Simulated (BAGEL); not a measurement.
**BH2ClO (SMILES OBCl) at B3LYP/def2-SVPD (density fitting with qzvpp-jkfit)**

What is the energy change on altering one bond length of BH2ClO at B3LYP/def2-SVPD (density fitting with qzvpp-jkfit)? 

The results are computed with BAGEL 1.2.2.

6 further runs of the same task are left out: 4 that didn't finish, 2 set aside as unsound or not needed. Runs told in other sessions of the task aren't counted.

## Step 1: The molecule

BH2ClO: 5 atoms, total charge 0, spin state singlet. SMILES: `OBCl`. The shape is that of a PBE0-D4/def2-TZVP optimisation. This is one conformer, not always the lowest.

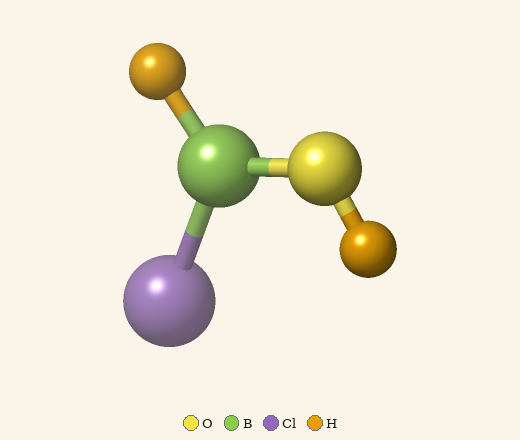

Viewed from a chosen angle; oxygen yellow, boron green, chlorine purple, hydrogen amber.

## Step 2: A single-point energy at B3LYP/def2-SVPD (density fitting with qzvpp-jkfit)

Input file input.json:

```json
{ "bagel" : [

{
  "title" : "molecule",
  "basis" : "def2-svpd.json",
  "df_basis" : "qzvpp-jkfit",
  "angstrom" : "true",
  "geometry" : [
    { "atom" : "O", "xyz" : [      -0.863300,      -0.618600,      -0.002900 ] },
    { "atom" : "B", "xyz" : [       0.379000,      -0.137200,       0.137900 ] },
    { "atom" : "Cl", "xyz" : [       0.788600,       1.496000,      -0.395300 ] },
    { "atom" : "H", "xyz" : [      -1.477700,       0.001200,      -0.409700 ] },
    { "atom" : "H", "xyz" : [       1.223300,      -0.815100,       0.628600 ] }
  ]
},

{ "title" : "ks", "xc_func" : "b3lyp", "charge" : 0 },

{ "title" : "print", "file" : "orbitals.molden", "orbitals" : "true" }

]}
```

The basis set def2-SVPD is read from a file made from the Basis Set Exchange's data (not shown).

Started as:

```bash
$ BAGEL_NUM_THREADS=1 BAGEL input.json > input.out
```

Output:

```text
* using 1 threads per process

  ===============================================================
  ===============================================================

  *** Geometry ***

  { "atom" : "O", "xyz" : [     -1.631401,     -1.168985,     -0.005480 ] },
  { "atom" : "B", "xyz" : [      0.716206,     -0.259270,      0.260593 ] },
  { "atom" : "Cl", "xyz" : [      1.490238,      2.827030,     -0.747009 ] },
  { "atom" : "H", "xyz" : [     -2.792448,      0.002268,     -0.774221 ] },
  { "atom" : "H", "xyz" : [      2.311702,     -1.540316,      1.187882 ] },

  Number of auxiliary basis functions:      316

  Since a DF basis is specified, we compute 2- and 3-index integrals:
    o Being stored without compression. Storage requirement is 0.019 GB

  Number of basis functions:       86
  Number of electrons      :       32

    * METHOD: MOLECULE                             0.08

  *** Kohn-Sham DFT ***

    * Removing 7982 points whose weight is below 1.00e-10
    * Grid points: 66548

  === Nuclear Repulsion ===
    84.7216700969

       - DIIS with orbital gradients will be used.

  === KS iteration (b3lyp / def2-svpd.json) ===
      0       -543.74123167          0.10404215           0.16
      1       -536.17117855          0.18803030           0.15
      2       -549.48805889          0.11017912           0.16
      3       -559.85488725          0.06125133           0.16
      4       -561.21777087          0.02331139           0.16
      5       -561.23535482          0.01887955           0.16
      6       -561.35438397          0.00953624           0.16
      7       -561.37542282          0.00335586           0.16
      8       -561.38094223          0.00044310           0.16
      9       -561.38103866          0.00011264           0.16
     10       -561.38104342          0.00003109           0.16
     11       -561.38104374          0.00000627           0.16
     12       -561.38104375          0.00000105           0.16
     13       -561.38104375          0.00000062           0.16
     14       -561.38104375          0.00000023           0.15
     15       -561.38104375          0.00000005           0.16
     16       -561.38104375          0.00000002           0.16
     17       -561.38104375          0.00000000           0.16
    * SCF iteration converged.

    * Permanent dipole moment:
           (    0.392120,    -0.066123,     0.130122) a.u.

    * METHOD: KS                                   3.05

    * METHOD: PRINT                                0.01

  ===============================================================
```

It took 3.3 s on 1 thread of Arm Neoverse V2, shared host; peak memory 0.28 GiB.

## Step 3: The distorted shape, same level

Input file dft.json:

```json
{ "bagel": [

{
  "title": "molecule",
  "basis": "def2-svpd.json",
  "df_basis": "qzvpp-jkfit",
  "angstrom": true,
  "geometry": [
    { "atom": "O", "xyz": [   -1.285480,   -0.279626,   -0.248268 ] },
    { "atom": "B", "xyz": [   -0.043180,    0.201774,   -0.107468 ] },
    { "atom": "Cl", "xyz": [    0.366420,    1.834974,   -0.640668 ] },
    { "atom": "H", "xyz": [   -1.899880,    0.340174,   -0.655068 ] },
    { "atom": "H", "xyz": [    1.223300,   -0.815100,    0.628600 ] }
  ]
},
{ "title": "ks", "xc_func": "b3lyp" },
{ "title": "print", "file": "orbitals.molden", "orbitals": true }

]}
```

The basis set def2-SVPD is read from a file made from the Basis Set Exchange's data (not shown).

Started as:

```bash
$ BAGEL_NUM_THREADS=1 BAGEL dft.json > dft.out
```

Output:

```text
* using 1 threads per process

  ===============================================================
  ===============================================================

  *** Geometry ***

  { "atom" : "O", "xyz" : [     -2.429205,     -0.528417,     -0.469159 ] },
  { "atom" : "B", "xyz" : [     -0.081598,      0.381298,     -0.203085 ] },
  { "atom" : "Cl", "xyz" : [      0.692433,      3.467598,     -1.210687 ] },
  { "atom" : "H", "xyz" : [     -3.590253,      0.642836,     -1.237899 ] },
  { "atom" : "H", "xyz" : [      2.311702,     -1.540316,      1.187882 ] },

  Number of auxiliary basis functions:      316

  Since a DF basis is specified, we compute 2- and 3-index integrals:
    o Being stored without compression. Storage requirement is 0.019 GB

  Number of basis functions:       86
  Number of electrons      :       32

    * METHOD: MOLECULE                             0.08

  *** Kohn-Sham DFT ***

    * Removing 7479 points whose weight is below 1.00e-10
    * Grid points: 67051

  === Nuclear Repulsion ===
    83.0112734434

       - DIIS with orbital gradients will be used.

  === KS iteration (b3lyp / def2-svpd.json) ===
      0       -543.86734995          0.10139434           0.15
      1       -534.63436955          0.17764504           0.15
      2       -550.10724758          0.10721050           0.15
      3       -559.94954163          0.05523093           0.15
      4       -561.04192734          0.02584045           0.15
      5       -561.23685635          0.01422018           0.15
      6       -561.29768497          0.00708933           0.15
      7       -561.30794989          0.00355721           0.15
      8       -561.31317809          0.00071321           0.15
      9       -561.31342530          0.00014984           0.15
     10       -561.31343385          0.00005964           0.15
     11       -561.31343502          0.00001200           0.15
     12       -561.31343510          0.00000259           0.15
     13       -561.31343510          0.00000271           0.15
     14       -561.31343510          0.00000058           0.15
     15       -561.31343510          0.00000011           0.16
     16       -561.31343510          0.00000003           0.15
     17       -561.31343510          0.00000001           0.15
    * SCF iteration converged.

    * Permanent dipole moment:
           (    0.598173,    -0.300587,     0.276994) a.u.

    * METHOD: KS                                   2.97

    * METHOD: PRINT                                0.01

  ===============================================================
```

Run time: 3.3 s. Hardware: 1 thread of Arm Neoverse V2, shared host; peak memory 0.28 GiB.

## Step 4: Summary of results

At B3LYP/def2-SVPD (density fitting with qzvpp-jkfit):

| quantity | value |
| --- | --- |
| first shape: total energy | -561.38104 Eh |
| first shape: dipole moment | 1.06 D |
| first shape: HOMO energy | -8.97 eV |
| first shape: LUMO energy | -0.75 eV |
| first shape: HOMO–LUMO gap | 8.23 eV |
| distorted shape: total energy | -561.31344 Eh |
| distorted shape: dipole moment | 1.84 D |
| distorted shape: HOMO energy | -8.22 eV |
| distorted shape: LUMO energy | -0.95 eV |
| distorted shape: HOMO–LUMO gap | 7.28 eV |
| energy change with the B2–H5 bond stretched from 1.189 to 1.783 Å | 1.840 eV |

With the B2–H5 bond stretched from 1.189 to 1.783 Å the energy rises by 1.84 eV (178 kJ/mol). The first shape isn't relaxed at this level, so the change isn't measured from a minimum.
